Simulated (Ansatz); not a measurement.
## Nudged elastic band, with input and output: C$_{2}$HClFI (part 2 of 2)

Continued. System: C$_{2}$HClFI. Method: RKS r2SCAN-D4/def2-SVP (Ansatz 0.2.0). The run did not end well. One setting was made poor on purpose. It belongs to a series of runs on one base structure; here: band between the two ends.

Geometry of the input (Å):
```
F  -1.6279  -0.0607  0.5695
C  -0.3187  -0.2211  0.5418
Cl 0.2955  -0.9618  1.9707
C  0.4602  0.1475  -0.4801
I  -0.3050  1.0419  -2.2002
H  1.5381  -0.0098  -0.4479
```

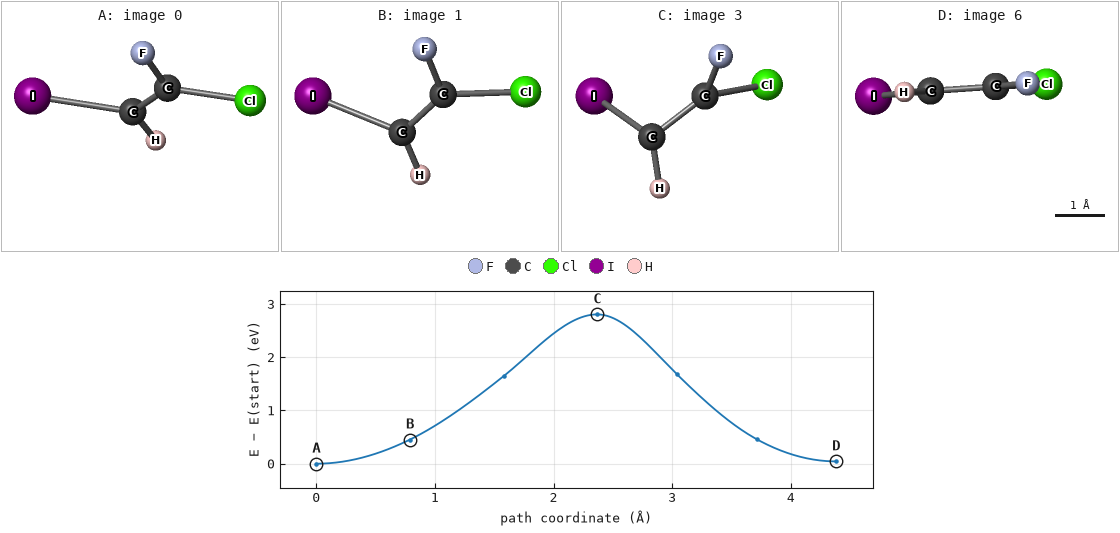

Fig. 1: Images of the last band (counted from 0; ball-and-stick, seen at an oblique angle) above the energy along the path; the line is a cubic interpolation that uses the forces. The highest image is number 3, 2.807 eV above the start and 2.764 eV above the end (the climbing image); the end lies 0.043 eV above the start. The path is 4.38 Å long. The band had not converged after 60 iterations.

```
Unfinished report: {"positions_ang":[[-1.634924303269312,-0.7436220672085609,0.45343821839081383],[-0.40827699912863963,-0.3277395644792267,0.32635355034359825],[0.15351647783554256,-0.02079227580544296,2.012163098424797],[0.21396584564262583,-0.23051812633435328,-0.8993110597926921],[0.5082130032964883,1.9404018595478416,-0.945992377627018],[1.2096069756232952,-0.6817298257202575,-0.9928514297394994]],"unchecked":["starts","cluster_reference","orbital_swaps","neighbouring_geometries","increment"],"mean_field":{"relativity":"none","state":{"energy":{"ev":-25419.073217285153,"hartree":-934.1337110685752},"converged":true,"gradient_ev":0.00002346523056592326,"stability":{"kind":"minimum","curvature_ev":20.730641829861437},"curvature_floor_ev":0.00030000000000000003,"spin_squared":-7.105427357601002e-15},"others":[],"fillings":{"estimated":0,"unestimated":0,"tried":0,"untried":0,"excluded_magnetic_sites":0},"n_dropped_functions":0,"n_trapped_functions":0,"passes":{"evaluations":4,"products":30},"factors":{"origin":"density fitting in generated functions","count":1033,"bound_ev":null},"gradient_stop_ev":0.00009,"reference_kind":"stationary","functional":{"name":"r2SCAN","citations":["Furness, Kaplan, Ning, Perdew & Sun, J. Phys. Chem. Lett. 11, 8208 (2020) doi:10.1021/acs.jpclett.0c02405","Furness, Kaplan, Ning, Perdew & Sun, J. Phys. Chem. Lett. 11, 9248 (2020) doi:10.1021/acs.jpclett.0c03077"],"text":"name \"r2SCAN\"\ncite \"Furness, Kaplan, Ning, Perdew & Sun, J. Phys. Chem. Lett. 11, 8208 (2020) doi:10.1021/acs.jpclett.0c02405\"\ncite \"Furness, Kaplan, Ning, Perdew & Sun, J. Phys. Chem. Lett. 11, 9248 (2020) doi:10.1021/acs.jpclett.0c03077\"\nparent r2scan\nparameter k0 = 0.174\nparameter k1 = 0.065\nparameter a1 = 4.9479\nexchange = r2scan_x(k0 = k0, k1 = k1, a1 = a1)\ncorrelation = r2scan_c\n","parameters":{"a1":{"value":4.9479,"default":4.9479},"k0":{"value":0.174,"default":0.174},"k1":{"value":0.065,"default":0.065}},"final_grid":{"core_spheres":27.0,"valence_spheres":18.0,"degree":36.0},"final_grid_parameter_source":"default","radial_points_factor":1.0,"radial_grid_error_ev":0.00004202825166463307,"grid_sensitivity":"normal","grid_sensitivity_ratio":0.004213694444324409},"unsmoothed_excess_ev":-6.291517662645937e-6,"symmetry":{"irreps":["A"],"axes":[[0.9765829301528139,-0.21281099693095448,-0.03157942557104773],[0.21493173188148088,0.9585867564457617,0.1868576490198383],[-0.009493743443515197,-0.18926941103106742,0.9818792995492782]],"occupied":[{"A":32},{"A":32}]},"density_repulsion":{"missed_ev":0.00006423108961641686,"excess_ev":0.00006423108961641686,"most_excess_ev":0.000832,"are_drawn_again":false,"n_first_factors":1033,"energy_change_ev":0.0,"n_dropped_ends":0},"direct_passes":"host"},"factors":{"origin":"density fitting in generated functions","count":1033,"bound_ev":null},"n_frozen":0,"n_occupied":[32,32],"n_virtual":[59,59],"reference":{"ev":-25419.073217285153,"hartree":-934.1337110685752},"dispersion":{"energy":{"ev":-0.04231879157140114,"hartree":-0.0015551869055418135},"switches_in_reach":[]},"total":{"ev":-25419.115536076726,"hartree":-934.1352662554807},"forces_ev_per_angstrom":[[-0.00014474827372750268,-0.006388992228713817,-0.0000834429249729279],[0.008057553606411435,-0.008613858752525995,0.07824073802066886],[-0.014612918597952893,-0.0008118667296933178,-0.0442631381910967],[-0.00756943545491572,0.00988891290488704,-0.04628369674153274],[0.008603771227424058,0.015360442969659681,0.0003959718402668269],[0.005665777511189632,-0.009434638159707609,0.011993568000344299]],"charge_distribution":{"dipole_moment_e_ang":[0.13043301384837974,-0.03766309476783568,0.24668563738848284],"mulliken_charges_e":[-0.0580618748095727,0.25220156072205846,-0.060433118389500606,-0.3322874175005168,0.06179100383627656,0.13678984614125123],"lowdin_charges_e":[0.19728575214286082,-0.22672883974012326,0.18806385206439913,-0.41663632949496865,0.23065445256672845,0.027361112461122494]},"n_threads":2,"memory_gib":2.556818182580173,"seconds":{"hamiltonian":1.593838731,"orbitals":0.0,"second_order":0.0,"solver_start":0.0,"cycles":0.0,"cycle":0.0,"perturbative":0.0,"full_ci_increment":0.0,"forces":0.0}}
this run last wrote the band of iteration 60 to [file]
Error: NEB band did not converge after 60 iterations: max|band force component| = 7.80e-2 eV/Å (threshold 5.0e-2); raise `neb.max_iterations` in a new run, which can start from the last band evaluated (`neb.initial_path`, with `crystal.atoms` and `neb.final_atoms` set to its first and last images), add images, or start from endpoints closer to local minima. Where this run's directory can be resumed (`checkpoint.write`), a resume goes on for up to `neb.max_iterations` more; to start a new run from the last band, take its images' positions from the `neb_iteration` event of iteration 60 (`data.images[].positions_ang`), in the event stream of the run that computed that iteration (not this run's, if it was resumed behind it). With `checkpoint.write`, `steps/00-neb/state/checkpoint.json` in the run directory holds the last saved band, under `neb.evaluated.images[].positions_ang` (a band under a hybrid functional on support functions is neither saved nor resumed: `neb.initial_path` says where its path is): check the last entry of `neb.iterations` there, which is earlier than 60 if that iteration was not saved or its write failed. If the band's step has no `state` directory and holds `state.next`, a write was cut short, and the file is under `state.next` instead (behind a loss of power it can be under `state.prev`)
this run wrote the band of iteration 60 to [file] as well, whether or not its events were kept: a new run's `neb.initial_path` can list its `images[].positions_ang`
a run's events are kept only if it was started with --events-out <file>, and are in that file
```

### The last band as extended XYZ (Å, eV, eV/Å)
```
6
Properties=species:S:1:pos:R:3:forces:R:3 image=0 energy=-25421.92225
F    -1.6279   -0.0607    0.5695    0.0039  -0.0012   0.0007
C    -0.3187   -0.2211    0.5418    0.0020  -0.0030   0.0061
Cl    0.2955   -0.9618    1.9707   -0.0050   0.0035  -0.0055
C     0.4602    0.1475   -0.4801    0.0021  -0.0017   0.0029
I    -0.3050    1.0419   -2.2002   -0.0014   0.0021  -0.0034
H     1.5381   -0.0098   -0.4479   -0.0017   0.0003  -0.0009
6
Properties=species:S:1:pos:R:3:forces:R:3 image=1 energy=-25421.46865
F    -1.6654   -0.2800    0.4881   -0.0164   0.4205   0.0073
C    -0.3483   -0.3445    0.4742    0.0063   0.0768   0.0616
Cl    0.3037   -0.6345    2.0387    0.0483  -0.6759   0.0203
C     0.4177   -0.0296   -0.5800    0.1018   0.2477   0.1940
I    -0.1428    1.5063   -1.8759   -0.2412  -0.3136  -0.4888
H     1.4772   -0.2817   -0.5913    0.1013   0.2445   0.2055
6
Properties=species:S:1:pos:R:3:forces:R:3 image=2 energy=-25420.27628
F    -1.6873   -0.4971    0.4494   -0.2647   0.7972  -0.1192
C    -0.3775   -0.4015    0.4068    0.0195  -0.1477   0.1507
Cl    0.2552   -0.3031    2.0105    0.2524  -0.9743  -0.0011
C     0.3349   -0.1807   -0.7275    0.2306   0.2038   0.3573
I     0.1403    1.8139   -1.4205   -0.4982  -0.2233  -0.8148
H     1.3764   -0.4955   -0.7648    0.2604   0.3444   0.4271
6
Properties=species:S:1:pos:R:3:forces:R:3 image=3 energy=-25419.11553
F    -1.6349   -0.7436    0.4534   -0.0001  -0.0064  -0.0001
C    -0.4083   -0.3277    0.3264    0.0081  -0.0086   0.0782
Cl    0.1535   -0.0208    2.0122   -0.0146  -0.0008  -0.0443
C     0.2140   -0.2305   -0.8993   -0.0076   0.0099  -0.0463
I     0.5082    1.9404   -0.9460    0.0086   0.0154   0.0004
H     1.2096   -0.6817   -0.9929    0.0057  -0.0094   0.0120
6
Properties=species:S:1:pos:R:3:forces:R:3 image=4 energy=-25420.24103
F    -1.5937   -0.9539    0.3935    0.3266  -1.1172  -0.0974
C    -0.4411   -0.3161    0.3956   -0.0170  -0.0262   0.3005
Cl    0.0042    0.0807    2.0203   -0.4863   0.6879   0.0255
C     0.2948   -0.0559   -0.7152    0.3259   0.5225   0.6583
I     0.8947    1.9568   -0.8558    0.7827   0.0833   0.0134
H     0.8833   -0.7755   -1.2846   -0.9320  -0.1502  -0.9004
6
Properties=species:S:1:pos:R:3:forces:R:3 image=5 energy=-25421.46026
F    -1.4694   -1.1361    0.3285    0.3809  -0.5729  -0.0208
C    -0.4413   -0.3073    0.4234    0.0593  -0.0321   0.0865
Cl   -0.2144    0.2449    2.0317   -0.3490   0.4049   0.0182
C     0.3498   -0.0074   -0.6205    0.0837   0.1004   0.1696
I     1.3100    1.8364   -0.7551    0.4638  -0.1204   0.0605
H     0.5073   -0.6945   -1.4542   -0.6387   0.2201  -0.3140
6
Properties=species:S:1:pos:R:3:forces:R:3 image=6 energy=-25421.87942
F     0.3807   -0.8352    1.6343    0.0014   0.0017  -0.0017
C    -0.2163   -0.2628    0.5964   -0.0016  -0.0012   0.0016
Cl   -1.9108   -0.1212    0.8057   -0.0032  -0.0001   0.0002
C     0.4961    0.1351   -0.4650    0.0024   0.0000  -0.0001
I    -0.2845    1.0418   -2.1618    0.0005   0.0000   0.0012
H     1.5769   -0.0217   -0.4559    0.0005  -0.0004  -0.0013
```
